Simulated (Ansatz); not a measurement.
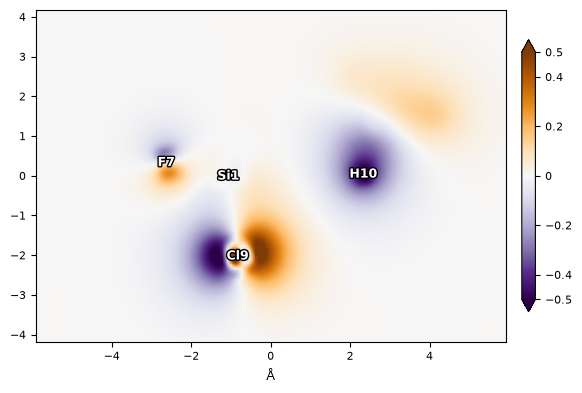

Figure 1: ClF2HSi···SiH4. The HOMO−1 on the plane of atoms F7, Si1 and Cl9 (values in Å⁻³ᐟ²; the overall sign is arbitrary).

The calculation used RKS PBE0-D4/6-31G* (Ansatz 0.2.0).

```xyz
10

Si   -0.5869    0.3538   -0.6566
Si   -0.0928   -0.3452    3.2885
H    -0.2807   -0.7354    4.7107
H     0.9955   -1.1553    2.6805
H     0.2684    1.0970    3.2099
H    -0.0228    1.2118    0.3931
F     0.0999    0.6778   -2.0524
F    -0.3145   -1.1757   -0.3244
Cl   -2.5876    0.6487   -0.8215
H    -1.3596   -0.5656    2.5390
```

Question: What is the character of this orbital?

Answer: By Hirshfeld shares it lies mainly on Cl9 (about 55 %), Si2 (about 20 %) and H10 (about 15 %). Its energy is −9.91 eV.
